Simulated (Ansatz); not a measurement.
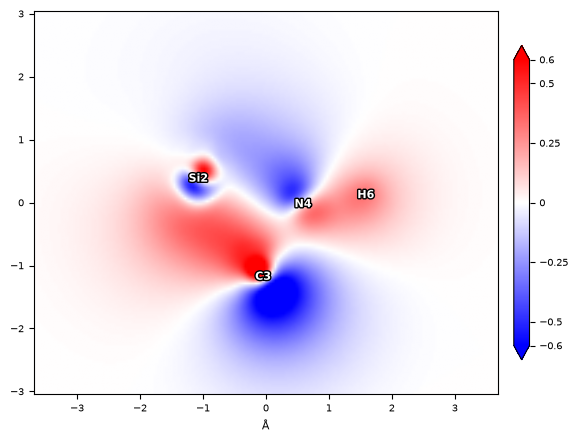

Figure. CH2ClNSi. The HOMO on the plane of atoms Si2, N4 and C3 (values in Å⁻³ᐟ²; the overall sign is arbitrary).

The calculation used Ansatz, RHF/def2-SVP.

Input file:

```
crystal:
  periodic: [false, false, false]
  atoms:
    - { symbol: Cl, position_ang: [-0.455, -2.0525, -1.082] }
    - { symbol: Si, position_ang: [0.2869, -0.1969, -0.6222] }
    - { symbol: C, position_ang: [0.0884, 0.3388, 1.0124] }
    - { symbol: "N", position_ang: [-0.8453, 0.7053, 0.4022] }
    - { symbol: H, position_ang: [0.4985, 0.6859, -1.8113] }
    - { symbol: H, position_ang: [-1.54792, 1.25629, 0.93543] }
basis:
  gaussian: { orbitals: def2-SVP }
hamiltonian:
  xc: hf
relax:
  f_tol: 0.02
  max_steps: 50
output:
  orbitals: {}
```

Launched as:

```sh
ansatz run input.yaml --threads 1 --pin off --max-ram 2048MiB --backend cpu --events-out ev --progress --plain --runs-dir out
```

The fields are those of the relaxed geometry.

What is the character of this orbital?

It lies mainly on C3 (about 55 %), Si2 (about 25 %) and N4 (about 10 %). Its energy is −8.91 eV.
